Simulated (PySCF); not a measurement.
## A study: F5V

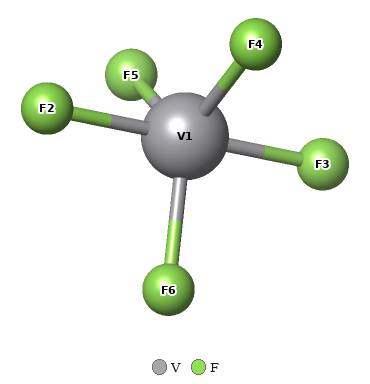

The molecule, with its atoms numbered as below. No frequency check shows the geometry to be a minimum.

Coordinates in Å:

```
V1       0.0013    0.0003    0.0007
F2       1.6428   -0.0163   -0.0098
F3      -1.6417    0.0146    0.0097
F4      -0.0084    0.4430   -1.5903
F5       0.0221    1.1564    1.1773
F6      -0.0181   -1.5985    0.4112
```

### 1. Bonding charge

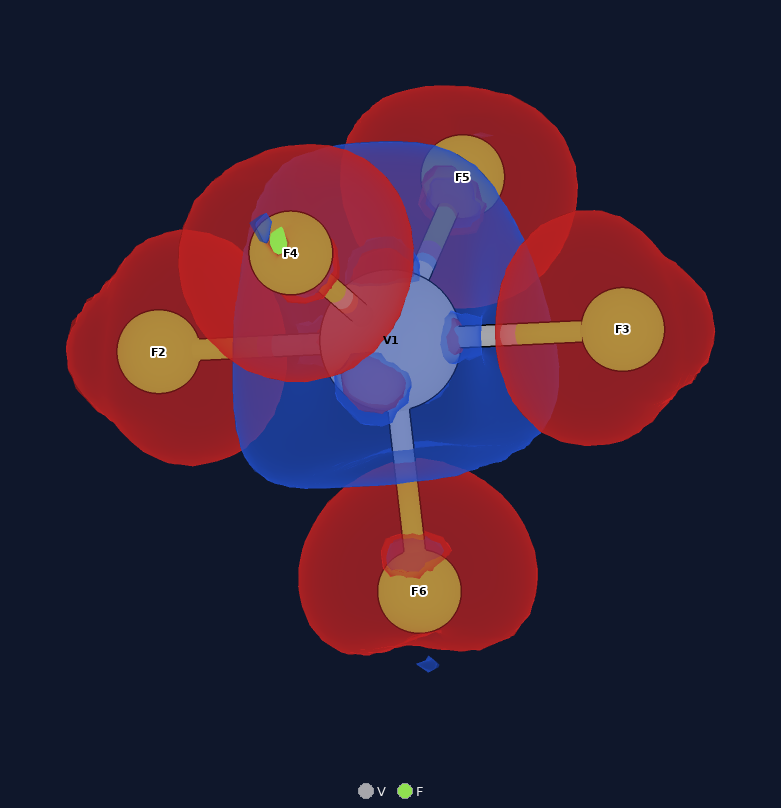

Deformation density (molecule less spherical, spin-averaged free atoms at the same positions), surfaces at ±0.04 e/Å³; red: gain, blue: loss.

Method: ωB97X/def2-SVP; geometry: GFN2-xTB; program: PySCF. This is a single-reference result, which may miss multireference character in this system.

Question: Describe the bonding that the map shows.

Answer: V1–F5, V1–F6 and V1–F4: +0.10 e/Å³ at the bond critical point (bond length 1.65 Å, Mayer order 1.0). V1–F2 and V1–F3: +0.08 e/Å³ at the bond critical point (bond length 1.64 Å, Mayer order 1.0); up to 0.6 Å beside the axis the gain reaches +0.29 e/Å³. In all, 1.2 electrons gather in the regions of gain relative to the promolecule. A small or negative value marks a very polar bond, one between electron-rich atoms, whose free-atom densities already overlap strongly, a long bond to a heavier atom, or a closed-shell contact such as a hydrogen bond.

### 2. Bond critical points

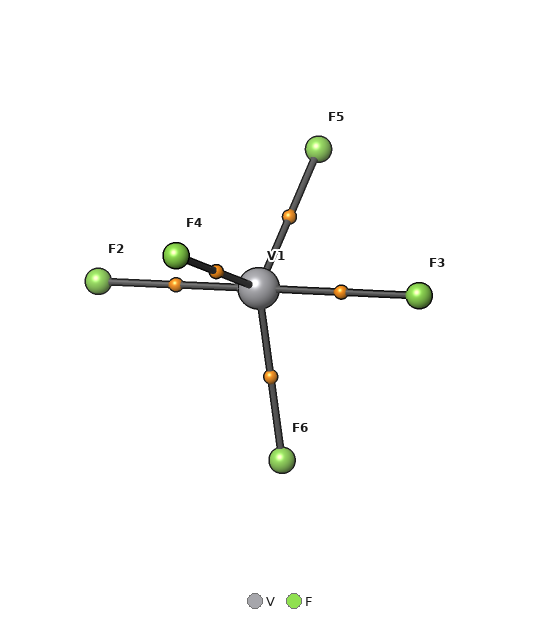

Molecular graph of the electron density (QTAIM): bond paths, bond critical points (orange), ring points (yellow, if any); weak paths are dashed.

Question: How many critical points of each kind are there, and does the count close?

Answer: 6 nuclei, 5 bond, 0 ring and 0 cage critical points: 6 − 5 + 0 − 0 = 1, as the Poincaré–Hopf relation requires.

Question: Tabulate density, Laplacian, ellipticity and energy density at the bond critical points (atomic units).

Answer:
```csv
bond,length (Å),ρ (a.u.),∇²ρ (a.u.),ε,H (a.u.)
V1–F2 (2 alike),1.642,0.210,+1.43,0.00,−0.070
V1–F5 (3 alike),1.650,0.209,+1.21,0.06,−0.072
```

Question: What kind of interaction is V1–F5?

Answer: Polar or intermediate (positive Laplacian, negative energy density H): ρ = 0.209, ∇²ρ = +1.21, H = −0.072 a.u.

### 3. Local ionisation energy

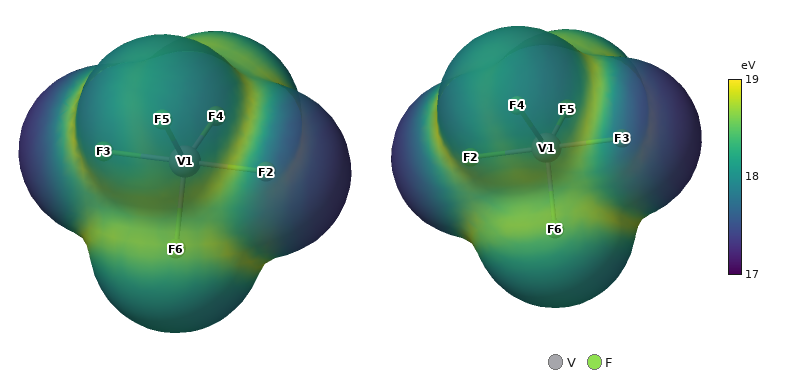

Average local ionisation energy on the surface of electron density 0.001 a.u. (back view left, front view right).

Question: Where are the most loosely bound electrons on this surface?

Answer: The lowest value is 17.3 eV, 1.6 Å from F3, and at like points elsewhere. Further minima include 17.9 eV, 1.6 Å from F4, and at like points elsewhere. For comparison, the highest occupied orbital lies at −14.7 eV.

The PySCF run shown took 31 s on 1 thread of Intel(R) Xeon(R) Processor @ 2.50GHz (Skylake/Cascade Lake), with other jobs on the host.
